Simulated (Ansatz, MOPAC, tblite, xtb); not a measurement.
A ladder of methods for C2H4FGa (SMILES C=[CH][GaH][F])

The species is C2H4FGa (8 atoms), meant as a singlet with charge 0. SMILES: `C=[CH][GaH][F]`. The shape is that of a PBE0-D4/def2-TZVP optimisation. This is one conformer, not always the lowest.

```xyz
8

C    -0.8371    1.1754    0.0609
C     0.3426    0.5695   -0.0650
Ga    0.4817   -1.3602   -0.0076
F     2.1105   -2.0061   -0.1996
H    -1.7621    0.6205    0.2001
H    -0.9411    2.2578    0.0316
H     1.2323    1.1796   -0.2023
H    -0.6269   -2.4367    0.1820
```

Each level gives the dipole moment (D). The values are calculated.

```
                             level            kind  program  value (D)
                               AM1  semi-empirical    MOPAC       3.03
                               PM6  semi-empirical    MOPAC       3.43
                          GFN0-xTB  semi-empirical      xtb       3.27
                         IPEA1-xTB  semi-empirical   tblite       3.79
                         HF/STO-3G    Hartree–Fock   Ansatz       1.11
                          HF/3-21G    Hartree–Fock   Ansatz       3.03
                       HF/def2-SVP    Hartree–Fock   Ansatz       3.16
                  r2SCAN/def2-TZVP        meta-GGA   Ansatz       2.83
                       B3LYP/3-21G   global hybrid   Ansatz       2.45
B3LYP/6-31G* (spherical functions)   global hybrid   Ansatz       2.81
```

All-electron rows without a relativistic Hamiltonian named are non-relativistic. The values span 1.11 to 3.79 D. Sets without polarisation functions give poor dipoles. Without the sets that lack polarisation functions the rows with a basis span only 2.81 to 3.16 D.

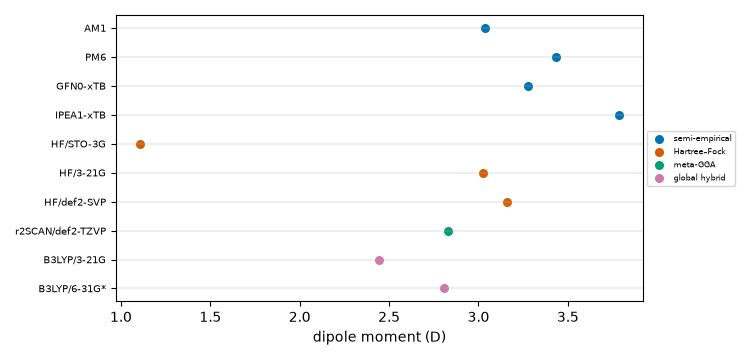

The values of the table, level by level.
